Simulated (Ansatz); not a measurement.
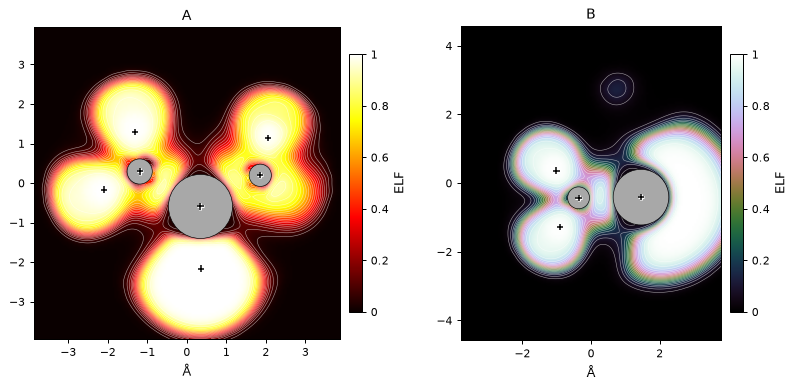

The electron localisation function of 2 systems, each on a plane through atoms (crosses mark nuclei in the plane; grey discs cover the cores).

All numbers below come from Ansatz, RKS B3LYP-D4/def2-SVP.

System 1: AlH2N···NH3, the plane of atoms Al1, N6 and H8. 

```yaml
atoms:
  - { symbol: Al, position_ang: [-1.1041, 0.1332, 1.0179] }
  - { symbol: H, position_ang: [1.9965, -0.2890, 1.1440] }
  - { symbol: N, position_ang: [2.0332, 0.0453, 0.1814] }
  - { symbol: H, position_ang: [1.3240, -0.4537, -0.3563] }
  - { symbol: H, position_ang: [1.8043, 1.0394, 0.1826] }
  - { symbol: N, position_ang: [-1.1846, -0.1300, -0.7800] }
  - { symbol: H, position_ang: [-1.9328, -0.6589, -1.2334] }
  - { symbol: H, position_ang: [-0.6287, 0.3137, -1.5121] }
```

System 2: AlH4NO, the molecular plane. 

```xyz
7

Al    0.5475   -0.0330    0.0012
N     0.8723   -0.0811    1.7449
H     0.2052   -0.2677    2.4873
H     1.7910    0.0820    2.1469
H     1.7071    0.2738   -1.0138
O    -1.0032   -0.3104   -0.6513
H    -1.8266   -0.5104   -0.2003
```

> Which map belongs to which system?

Panel A is system 2, AlH4NO: the plane holds Al, N, H and O. Al–O (1.71 Å): the ELF peaks at about 0.85 in the valence shell of O, 0.6 Å from its nucleus, and is about 0.35 at the midpoint. Panel B is system 1, AlH2N···NH3: the plane holds Al, N and H. Al–N (1.82 Å): the ELF peaks at about 0.90 in the valence shell of N, 0.6 Å from its nucleus, and is about 0.60 at the midpoint.
